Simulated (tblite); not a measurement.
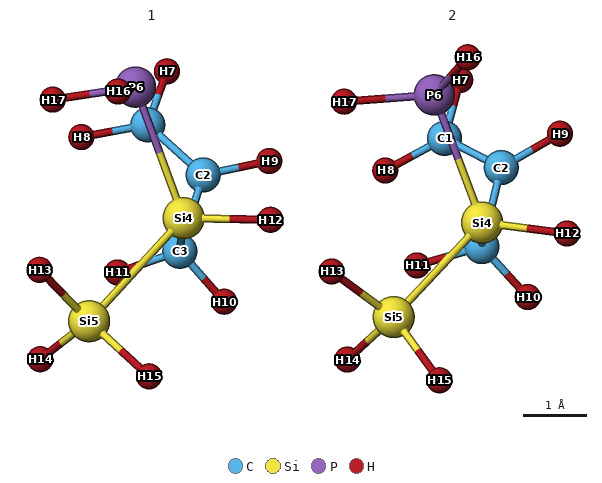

Two geometries of C$_{3}$H$_{11}$PSi$_{2}$ (charge +1, multiplicity 2), drawn at one scale. One is the start of a relaxation, the other its converged end. The picture is a ball-and-stick view, seen from a free direction.

Method: GFN2-xTB geometry optimisation, gas phase (tblite). 

> Which geometry has the lower energy?

Structure 1 is the relaxed one. The largest move after the best rigid fit is that of H16, 0.95 Å. Largest moves by element: H 0.95 Å, C 0.28 Å, Si 0.21 Å, P 0.16 Å. Some distances before and after: Si4–Si5 2.247 → 2.507 Å, P6–H16 1.451 → 1.390 Å, Si4–P6 2.204 → 2.250 Å, C3–Si4 1.899 → 1.927 Å. Bond angles that change, for instance: H16–P6–H17 112.3° → 94.2°, Si4–P6–H16 112.7° → 99.1°, Si4–Si5–H15 110.8° → 101.9°. Groups turn about Si4–P6 by about 35°, C2–C3 by about 20°. The energy falls by 74.0 kJ/mol in 100 geometry steps. Cost: 0.75 s on 1 thread of Arm Neoverse V2 (shared host).
